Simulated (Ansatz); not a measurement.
## TaN: response to strain

The parent structure is TaN in the rock salt structure (space group Fm-3m, No. 225; a = 4.375 Å; relaxed with 0.1 eV smearing).

Strains are applied to the cell and any free atomic positions relax.

All numbers come from PBEsol (Ansatz, a program for electronic structure; PAW; 420 eV plane waves; no spin-orbit coupling), earlier PAW set.

Notes on the quantities. energy relative to the base: free energy F.

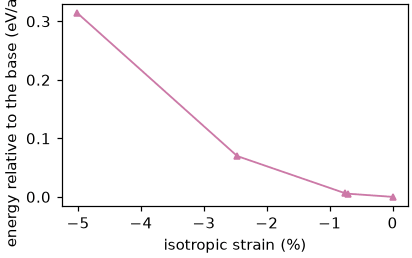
Figure. Energy relative to the base against isotropic strain

```json
[
 {"isotropic strain (%)": "-5.01", "energy relative to the base": "+0.314 eV/atom"},
 {"isotropic strain (%)": "-2.47", "energy relative to the base": "+70 meV/atom"},
 {"isotropic strain (%)": "-0.75", "energy relative to the base": "+6.1 meV/atom"},
 {"isotropic strain (%)": "-0.71", "energy relative to the base": "+5.4 meV/atom"}
]
```

Stability against distortions was not tested. The final runs are not spin-polarised. This is not the structure that TaN has at room temperature and ambient pressure.
